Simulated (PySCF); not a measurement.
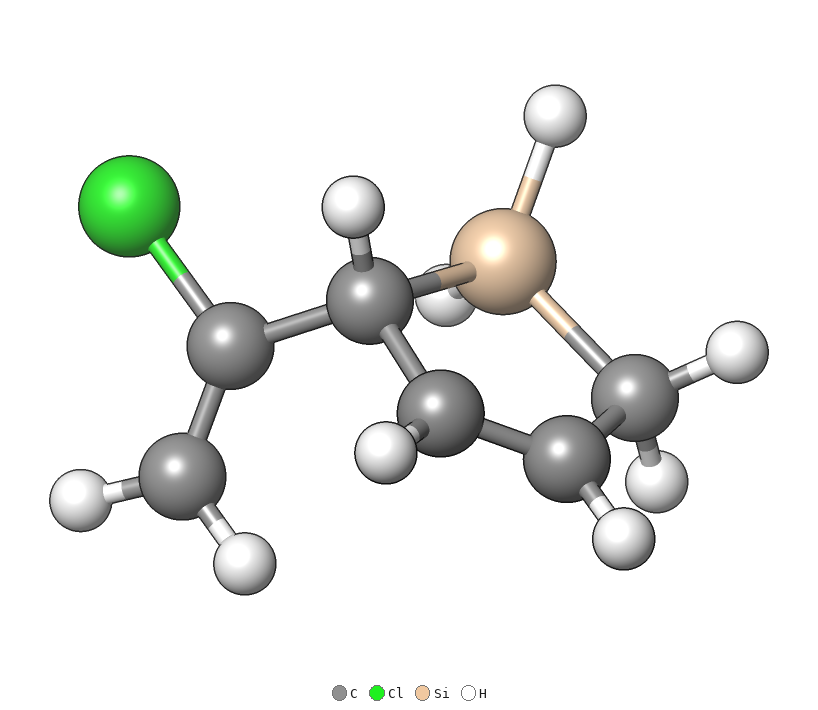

The geometry was computed by an optimisation with GFN2-xTB. No frequency run is at hand to confirm it as a minimum. Properties computed with ωB97X-D/def2-SVPD, gas phase (PySCF 2.14.0). Excitations: vertical, linear response.

### What is the dipole moment?

2.17 D.

### Estimate the HOMO energy (Kohn–Sham orbital).

−8.91 eV.

### Estimate the brightest of the 8 lowest singlets.

6.63 eV.

### Give the mean static polarisability at this level.

106.1 bohr³.

The geometry is semi-empirical. Around Si such bond lengths and angles can be off by a tenth of an ångström or more and by several degrees, and values that hang on the shape move with them.
